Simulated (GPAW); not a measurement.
# 1 ML Cr on Mo(110), 2 substrate layers: exchange couplings by hand from total energies

Can a spin model with one coupling foretell the energy of a further order of 1 ML Cr on Mo(110), 2 substrate layers?

Program: GPAW 26.7.0. Level of theory: revPBE; plane waves with GPAW's PAW setups, scalar-relativistic. Results are calculated unless marked as measured.

### 1. The starting structure

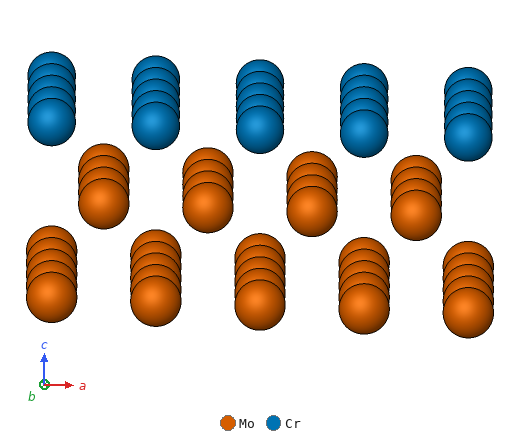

The starting structure, seen nearly edge on (molybdenum orange, chromium blue). 4×4×1 cells are drawn. Some periodic images of atoms are drawn too.

The cell holds 3 atoms: 2 Mo and 1 Cr. Cell: a = 2.725 Å, b = 2.725 Å, c = 18.348 Å, α = 90.0°, β = 90.0°, γ = 109.5°. pseudomorphic film on the substrate's lattice, hard-sphere layer spacings, unrelaxed, 14 A of vacuum. Vacuum lies along c.

Structure file:

```cif
data_structure
_symmetry_space_group_name_H-M 'P 1'
_symmetry_Int_Tables_number 1
_cell_length_a 2.7252
_cell_length_b 2.7252
_cell_length_c 18.3483
_cell_angle_alpha 90.000
_cell_angle_beta 90.000
_cell_angle_gamma 109.471
_cell_volume 128.48
loop_
_atom_site_label
_atom_site_type_symbol
_atom_site_fract_x
_atom_site_fract_y
_atom_site_fract_z
_atom_site_occupancy
Mo1 Mo 0.00000 0.00000 0.38151 1
Mo2 Mo 0.50000 0.50000 0.50278 1
Cr3 Cr 0.00000 0.00000 0.61849 1
```

### 2. The parallel order

All energies count from this run.

order1.py

```python
import json
import numpy as np
from ase import Atoms
from ase.parallel import paropen, parprint
from gpaw import GPAW

atoms = Atoms(['Mo', 'Mo', 'Cr'],
    cell=[[1.573415, -2.225145, 0.0],
         [1.573415, 2.225145, 0.0],
         [0.0, 0.0, 18.348301]],
    scaled_positions=[[0.0, 0.0, 0.381507],
         [0.5, 0.5, 0.502779],
         [0.0, 0.0, 0.618493]],
    pbc=True,
    magmoms=[0.0, 0.0, 2.5])
atoms.calc = GPAW(mode={'name': 'pw', 'ecut': 550},
    xc='revPBE',
    kpts={'size': (10, 10, 1), 'gamma': True},
    occupations={'name': 'fermi-dirac', 'width': 0.1},
    convergence={'density': 1e-05, 'energy': 1e-05},
    maxiter=200,
    symmetry={'tolerance': 1e-4},
    txt='order1.txt')
e = atoms.get_potential_energy(force_consistent=True)
res = {'free_energy': e, 'energy_sigma0': atoms.get_potential_energy(), 'fermi_energy': atoms.calc.get_fermi_level()}
res['moments'] = atoms.get_magnetic_moments().tolist()
res['total'] = atoms.get_magnetic_moment()
parprint('site moments (muB):', np.round(res['moments'], 3))
parprint(f"total moment: {res['total']:.3f} muB")
parprint(f'free energy: {e:.6f} eV')
atoms.calc.write('order1.gpw')
with paropen('results.json', 'w') as f:
    json.dump(res, f)
```

Launch:

```sh
$ OMP_NUM_THREADS=1 mpirun -n 2 gpaw python order1.py > order1.log
```

The log of the run:

```text
site moments (muB): [ 0.061 -0.28   2.481]
total moment: 2.732 muB
free energy: -27.881261 eV

--- order1.txt ---
Input parameters:
  mode=PW(ecut=550),
  convergence={'density': 1e-05, 'energy': 1e-05},
  kpts=MonkhorstPack(size=(10, 10, 1), gamma=True),
  maxiter=200,
  occupations=Occupations(name='fermi-dirac', width=0.1),
  symmetry=Symmetry(tolerance=0.0001),
  xc=XC(name='revPBE')

Diagonalizing LCAO Hamiltonian
[...]
|         12 |        -0.321 |     1.000 |        -0.002 |     1.000 |
|         13 |         0.108 |     1.000 |         0.454 |     1.000 |
[...]
|         22 |         3.230 |     0.000 |         3.695 |     0.000 |
|         23 |         3.429 |     0.000 |         3.825 |     0.000 |
|         24 |         3.731 |     0.000 |         3.985 |     0.000 |
|         25 |         4.066 |     0.000 |         4.410 |     0.000 |

No gap
No difference between direct/indirect transitions

[key lines of the parts left out:]
Free energy:     -27.881261
Converged in 35 steps
dipole moment: (-19.356090, 0.000000, 0.055083)  # |e|*Ang
Fermi level: 1.753
```

Run time: 2.4 min. Hardware: 2 MPI ranks of Arm Neoverse V1, shared host; peak memory 0.55 GiB.

Spin moment in the augmentation sphere by atom:

```
atom  spin moment in the augmentation sphere (μB)
 Mo1                                         0.06
 Mo2                                        -0.28
 Cr3                                         2.48
```

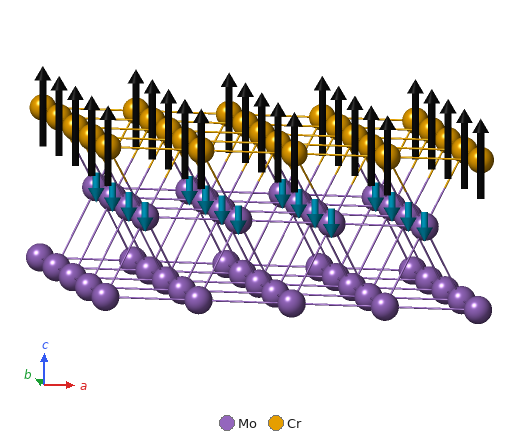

Spin moment in the augmentation sphere as arrows, the longest 2.48 μB. Up and down stand for the sign. Arrows give size and sign along the axis of quantisation, drawn up and down the page. Each arrow also spans its atom, so small moments look longer than they are. The two directions have two colours. 4×4×1 cells are drawn. Some periodic images of atoms are drawn too.

Numbers from this step:

| Quantity | Value |
| --- | --- |
| magnetization | 2.732 μB |
| final state | ferromagnetic |

After 35 cycles the largest moment stands at 2.48 μB.

### 3. The orders used for the fit

The other orders were run with the same settings, on meshes that hold the same points. Free energies (smearing 0.1 eV, its entropy term included) are divided by the number of Cr atoms; q is in fractions of the reciprocal vectors of the first run's cell.

```csv
order,atoms,mesh,free energy (eV),eV per Cr,largest moment (μB)
F +,3,10×10×1,-27.8813,-27.8813,2.48
"AF q=(0,1/2,0) +-",6,10×5×1,-56.2094,-28.1047,2.82
```

### 4. Counting neighbours

With E = −Σ J e_i·e_j over ordered pairs of unit vectors, turning a neighbour from parallel to opposed costs 2J a Cr atom. So an order lies 2 Σ n J over the parallel one, n being the opposed neighbours in each shell.

```csv
shell,distance (Å),neighbours,"opposed in AF q=(0,1/2,0) +-","opposed in AF q=(1/2,1/2,0) +-"
J1,2.73,4,2,4
J2,3.15,2,2,0
```

Only J1 is kept.

### 5. Solving

```
2 × 2 × J1 = -223.46 meV    (AF q=(0,1/2,0) +-)
J1 = -55.86 meV
```

### 6. The test

The couplings now give the orders that were left out:

```
2 × 4 × (-55.86) = -446.88 meV    (AF q=(1/2,1/2,0) +-)
```

The runs themselves:

```csv
order,atoms,mesh,free energy (eV),eV per Cr,largest moment (μB),over the parallel order (meV),foretold (meV)
"AF q=(1/2,1/2,0) +-",6,5×10×1,-56.5234,-28.2617,2.82,-380.45,-446.88
```

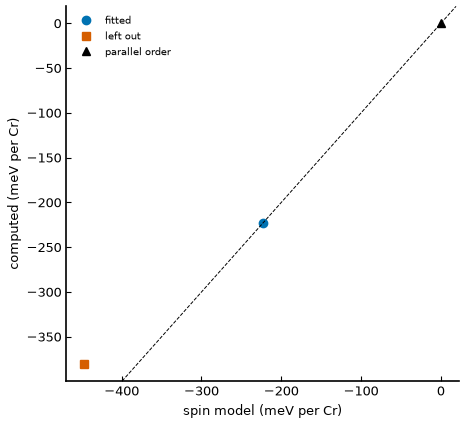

Computed energies of the orders against the model; the dashed line marks agreement.

### 7. One more shell

The miss asks for the next shell, which takes one more order into the fit and leaves none for a test.

```
2 × 2 × J1 + 2 × 2 × J2 = -223.46 meV    (AF q=(0,1/2,0) +-)
2 × 4 × J1 = -380.45 meV    (AF q=(1/2,1/2,0) +-)
J1 = -47.56 meV
J2 = -8.31 meV
```

### 8. Outcome

```
J1 (Cr–Cr at 2.73 Å)                : -55.9 meV
largest miss on the orders left out : 66 meV
J1 with 2 shells                    : -47.6 meV
J2 with 2 shells                    : -8.31 meV
```

The model misses the order left out by 66 meV, 17 % of the span of the orders, so it holds only roughly. With the next shell added the couplings are J1 = -47.56 and J2 = -8.31 meV, untested. The first dropped shell that the test feels is J2 at 3.15 Å. The site moments spread by 12 % over the orders, so moments are not rigid and part of the miss lies outside a spin model. In a metal couplings reach far, and the mesh was not tested. The couplings are effective ones: further shells with opposed neighbours are folded into them or show in the miss. No mean-field temperature is given: it needs a model that holds, an unfrustrated order and couplings in all three dimensions.

[Logs and program files are shortened in this print: banners, set-up blocks, solver, clock and traceback lines can be left out without a mark of their own.]

[Logs are printed without paths, hosts, clocks, repeated set-up lines and the standing remarks that a program may print on its own settings, such as how far it seeks lower states.]

[Hosts, paths, dates, database ids (printed as entryN), source tags and the programs' standing remarks are cut or masked in the printed files.]

[Where a cell is said to come from a database of computed structures, the database is the Materials Project.]
